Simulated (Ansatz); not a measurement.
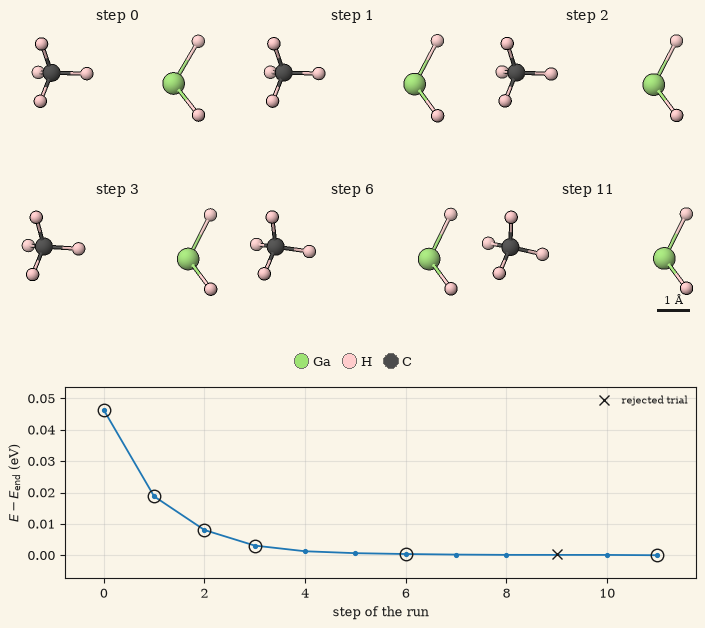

Frames of a relaxation of CH₆Ga (multiplicity 2), marked on the history of the run. Style: ball-and-stick. Shown at a tilt.

The run prepares an end point of a later path (reaction) calculation, from a guessed geometry.

All numbers below come from Ansatz 0.2.0, UKS B3LYP/def2-SVP. (collinear spin; force threshold 0.03 eV/Å; at most 50 steps)

> What happens along the run?

The energy falls by 0.046 eV in 10 accepted moves (11 points after the start). The largest force component goes from 0.24 to 0.022 eV/Å. The line search rejected the trial step at point 9 of the run. The forces were under the threshold at step 6, but the run went on from there. The largest moves after the best rigid fit, 0.65 Å, are those of Ga and H atoms. Largest moves by element: Ga 0.65 Å, H 0.65 Å, C 0.35 Å. Among the contacts that change: C–H 1.107 → 1.100 Å, Ga–H 1.610 → 1.605 Å. From step 0 to 1: the Ga atom moves most (0.19 Å), energy −0.028 eV. From step 1 to 2: the Ga atom moves most (0.13 Å), energy −0.011 eV. From step 2 to 3: the Ga atom moves most (0.14 Å), energy −0.005 eV. From step 3 to 6: an H atom moves most (0.22 Å), energy −0.003 eV. From step 6 to 11: an H atom moves most (0.17 Å), energy 0.000 eV.

```csv
step,"E − E(0), eV","largest force component, eV/Å",note
0,0.0000,0.2431,
1,-0.0275,0.1121,
2,-0.0383,0.0620,
3,-0.0432,0.0557,
4,-0.0450,0.0640,
5,-0.0457,0.0317,
6,-0.0459,0.0266,
7,-0.0461,0.0166,
8,-0.0462,0.0520,
9,-0.0460,0.0888,rejected
10,-0.0462,0.0716,
11,-0.0463,0.0216,
```

Limits of the set-up: the start holds two separate molecules, 2.8 Å apart at their closest, whose relative position is a soft coordinate and is computed without a dispersion correction.
